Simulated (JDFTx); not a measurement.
WSi2(110) slab cut from bulk WSi2 (space group I4/mmm, indices of the conventional cell, lattice of the Materials Project entry mp-1620, not re-optimised): 12 atoms in 4 planes, a 1x1 cell of 17.74 Å² (|a| = 4.515, |b| = 4.515 Å), 7.0 Å between the outermost planes, Si/W outermost, slab composition W4Si8, cell height 22.8 Å, 6×6×1 k mesh, Fermi smearing 0.01 Ha, no spin polarisation. Whether this polymorph is the ambient one wasn't checked.

Method: PBE, GBRV ultrasoft potentials, plane waves to 20/100 Ha, in a modified build of JDFTx. Liquid on both sides: CANDLE, water, 1 M KF; nuclei fixed. The electron chemical potential μ is absolute (zero in the bulk liquid) and is turned into a potential by U = −μ/e − 4.44 V vs SHE, a convention.

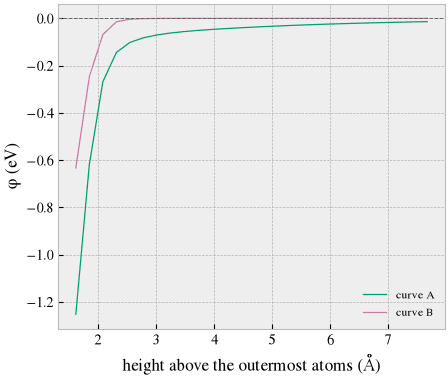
Fig. 1. Plane-averaged electrostatic potential energy of an electron for two states of the electrode

**Question.** One curve is the neutral slab. Which, and what is the sign of the other's charge?

**Answer.** Curve B is neutral (potential of zero charge, -0.29 V). Curve A is positively charged, 15.0 μC/cm² at 0.74 V.
